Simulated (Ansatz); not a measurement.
# Decaying states in the gap of Ga2SO, part 3 of 3

A new crystal, Ga2SO: structure, gap and complex bands. It is built by putting O for part of the S in the GaS structure of space group R-3m, with the volume rescaled by atomic radii. The parent structure comes from the Materials Project.

Ansatz 0.2.0; PBEsol DFT, plane waves, PAW files (the session's first sound run).

So far, gap on path (eV): step 3 (the bulk crystal and its band edges, PBEsol) 0.775; step 5 (PBEsol norm-conserving, cutoff 1142.88 eV) 0.794.

The structure was built from a prototype and need not be the compound's stable phase.

## 6. Complex bands at another level, cutoff 1142.88 eV

This step: PBEsol DFT, plane waves, norm-conserving files; complex bands by layer matching along the plane's normal (Ansatz 0.2.0).

The complex bands at that level, over its own gap, at (0, 0) and (-0.1875, -0.0938).

Contents of input.yaml:

```yaml
crystal:
  lattice:
    - [3.339933745, 0.0, 0.0]
    - [1.669966872, 2.89246747, 0.0]
    - [1.669966872, -0.964155823, 6.928708412]
  atoms:
    - { symbol: Ga, position: [0.8985976026, 0.0507011987, 0.1521035961] }
    - { symbol: Ga, position: [0.1350866654, 0.9324566673, 0.7973700019] }
    - { symbol: S, position: [0.4493715208, 0.7753142396, 0.3259427188] }
    - { symbol: O, position: [0.5169442112, 0.2415278944, 0.7245836832] }
kpoints:
  mp_grid: { grid: [8, 8, 8] }
scf:
  occupations: { method: fixed }
hamiltonian:
  xc: pbesol
  pseudopotentials: { kind: nc }
output:
  eigenvalues: true
  transmission:
    leads: [[0, 0]]
    kpoints: [[0.0, 0.0], [-0.1875, -0.0938]]
    e_range: [-1.0, 1.79]
    de: 0.05
```

Started as:

```
> ansatz run input.yaml --threads 2 --pin off --max-ram 4096MiB --backend cpu --events-out ev --progress --plain --runs-dir out
```

Numbers of over 12 decimals in the logs are rounded to 6 here.

The program printed:

```text
[...]
Crystal: 4 atoms, lattice volume = 66.936 Å³
Basis set: ecut = 1142.878222 eV, 5859 PW (Γ)
Bands: 23, of which v1, the nominal top of the filled ones, is band 19 counted from 1 (18 counted from 0)
Symmetry: 6 space group operations
[...]
k-points: 65 of 512 (time reversal used)
[...]
SCF iter   1: F=—  HF=-4908.264587 eV  |F-HF|=—  |Δ(HF+E_count)|=         —  Δρ=9.59e-2  dr2=1.51e1  ethr=3.10e-3  ⟨swp⟩=4.9  Hψ=6400  notcnv=0  defer=126
[...]
SCF iter  10: F=-4905.177908 eV  HF=-4905.177908 eV  |F-HF|=8.86e-9  |Δ(HF+E_count)|=   7.85e-8  Δρ=1.01e-5  dr2=2.99e-8  ethr=2.63e-10  ⟨swp⟩=7.1  Hψ=7186  notcnv=0
SCF 1 converged in 10 iterations: F = -4905.177908 eV  dr2 = 2.99e-8
transmission: 15 of 30 steps passed
transmission: 30 of 30 steps passed
SCF converged after 10 iterations
Free energy (F): -4905.177908 eV
[...]
Internal energy: -4905.177908 eV  (E = F + TS)
E sigma→0 (E₀):  -4905.177908 eV
Fermi energy:    7.536130 eV
[...]
--- Band table (eV; the first three rows and the last of 65) ---
  k-point 0: bands = [... 15 lower, 4.6349, 5.7936, 7.4733, 7.4733, 9.8654, 12.4813, 14.2550, 14.2550]
  k-point 1: bands = [... 15 lower, 4.6347, 6.0106, 7.4732, 7.4732, 9.6717, 12.4798, 14.2714, 14.2714]
  k-point 2: bands = [... 15 lower, 4.6341, 6.4716, 7.4732, 7.4732, 9.2069, 12.4782, 14.3124, 14.3124]
  k-point 64: bands = [... 15 lower, 3.5656, 4.9395, 5.3557, 6.4221, 10.5809, 11.5329, 12.2320, 14.2731]
--- Transmission ---
  basis      : 235 plane waves across, 15 finite elements along
  points     : 2, as listed
[...]
crystal 0  : O1Ga2S1, at the sites [0, 0], period 6.9287 Å: whole cells are its period
[...]
channels       : 0.000000e0 a spin
[...]
slowest decay  : 0.0956 /Å at (0.0000, 0.0000)
```

Elapsed: 58 s, on 2 threads of Arm Neoverse V2, shared host; peak memory 0.88 GiB; 1.9 min of CPU time.

Numbers from this step:

| Property | Result |
| --- | --- |
| level to which the leads are filled | 0.4210 eV from the Fermi level |
| decay constant at the filling level, zone centre | 0.09555 Å⁻¹ |
| decay constant at the filling level, slowest listed point | 0.0956 Å⁻¹ |

K parallel (0, 0); values up to 1.5 1/Å, a degenerate pair printed once or twice; energies at which all values exceed this have no row. Im kz of the slowest decaying states against energy, zero at the highest filled level on the SCF mesh:

```
energy (eV)  decay 1 (Å⁻¹)  decay 2 (Å⁻¹)  decay 3 (Å⁻¹)  decay 4 (Å⁻¹)
    -1.0000           1.08           1.25           1.39              -
    -0.7500           1.08           1.23           1.33              -
    -0.5000           1.07           1.22           1.26              -
    -0.2500         0.0327           1.04           1.14           1.20
     0.0000         0.0855          0.999           1.19              -
     0.2500         0.0979           1.10           1.18              -
     0.5000         0.0899           1.13           1.16              -
     0.7500         0.0534           1.14           1.15              -
     1.0000           1.14           1.14           1.16              -
     1.2500           1.09           1.13           1.20              -
     1.5000           1.07           1.11           1.22              -
     1.7500           1.05           1.10           1.23              -
```

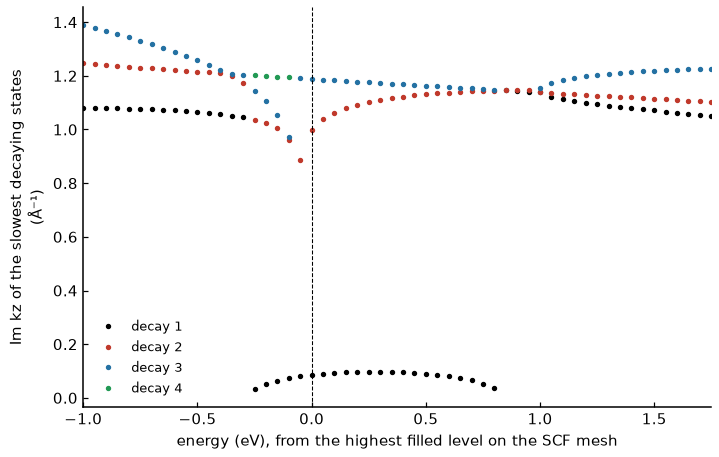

Im kz of the slowest decaying states, plotted against energy.

K parallel (0, 0). Re kz of states that move upwards, channel 1 against energy, zero at the highest filled level on the SCF mesh:

```
energy (eV)  Re kz of states that move upwards, channel 1 (Å⁻¹)
    -1.0000                                               0.241
    -0.7500                                               0.297
    -0.5000                                               0.356
    -0.2500                                                   -
     0.0000                                                   -
     0.2500                                                   -
     0.5000                                                   -
     0.7500                                                   -
     1.0000                                              -0.375
     1.2500                                              -0.315
     1.5000                                              -0.263
     1.7500                                              -0.210
```

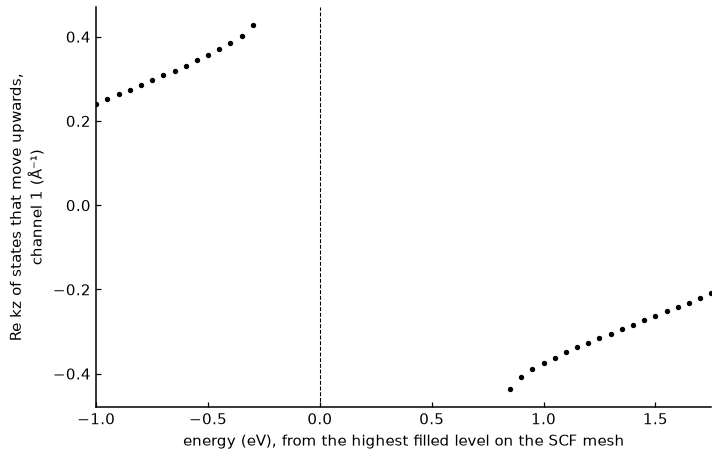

Re kz of states that move upwards, channel 1 against energy.

K parallel (-0.1875, -0.0938); values up to 1.5 1/Å, a degenerate pair printed once or twice; energies at which all values exceed this have no row. Table of Im kz of the slowest decaying states by energy, zero at the highest filled level on the SCF mesh:

```
energy (eV)  decay 1 (Å⁻¹)  decay 2 (Å⁻¹)  decay 3 (Å⁻¹)  decay 4 (Å⁻¹)
    -1.0000         0.0476          0.695          0.732              -
    -0.7500          0.553          0.757           1.49              -
    -0.5000          0.624          0.757           1.46              -
    -0.2500          0.786          0.786           1.43              -
     0.0000          0.843          0.843           1.40              -
     0.2500          0.107          0.890          0.890           1.36
     0.5000          0.143          0.933          0.933           1.32
     0.7500          0.155          0.977          0.977           1.25
     1.0000          0.152           1.02           1.02           1.16
     1.2500          0.133           1.05           1.05           1.08
     1.5000         0.0902           1.02           1.08           1.08
     1.7500          0.973           1.09           1.09           1.34
```

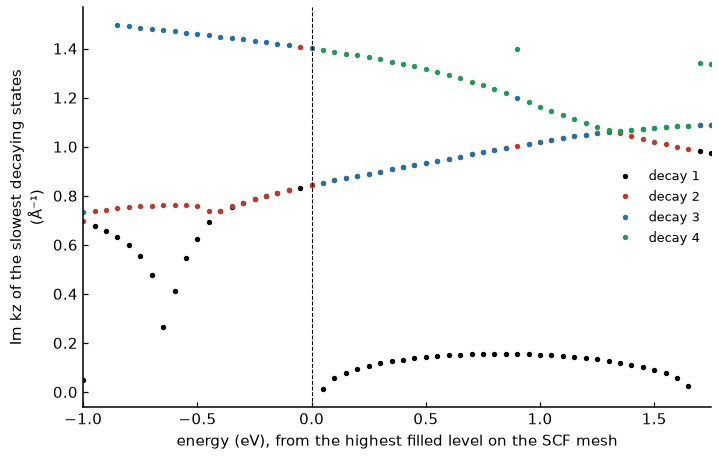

Im kz of the slowest decaying states against energy.

At the listed wavevectors the last open channel is at +0.00 eV and the next at +0.85 eV on the grid. At +0.40 eV, the grid energy nearest the filling level (the middle of the gap on the SCF mesh), the slowest state at the listed wavevectors decays with κ = 0.0956 Å⁻¹, its amplitude falling by e over 10 Å; the first such run, plane (001), gave 0.0941 Å⁻¹ over as many of its listed wavevectors.

## 7. What came out

* band gap: 0.775 eV
* least decay constant at mid-gap, normal to (001): 0.0941 Å⁻¹
* least decay constant, norm-conserving files: 0.0956 Å⁻¹

What this shows: With PBEsol, the slowest decay at the wavevectors tried is κ = 0.0941 Å⁻¹, normal to (001). Through such a film the transmission near mid-gap falls as exp(−2κd), a factor of ten every 12 Å. A free electron under a barrier of half the gap would need a mass of 0.087 mₑ to decay at this rate. With norm-conserving files the gap goes from 0.775 to 0.794 eV and the decay constant, over the first 2 listed wavevectors, from 0.0941 to 0.0956 Å⁻¹. The compound is made up by substitution; its stability against other phases and against distortions of the cell's symmetry was not tested. A semilocal functional narrows gaps, so real decay constants are likely larger.

[Logs are printed without paths, hosts, clocks, repeated set-up lines and the standing remarks that a program may print on its own settings, such as how far it seeks lower states.]

[Hosts, paths, dates, database ids (printed as entryN), source tags and the programs' standing remarks are cut or masked in the printed files.]

[New means built here by substitution; the compound itself may be known and measured.]
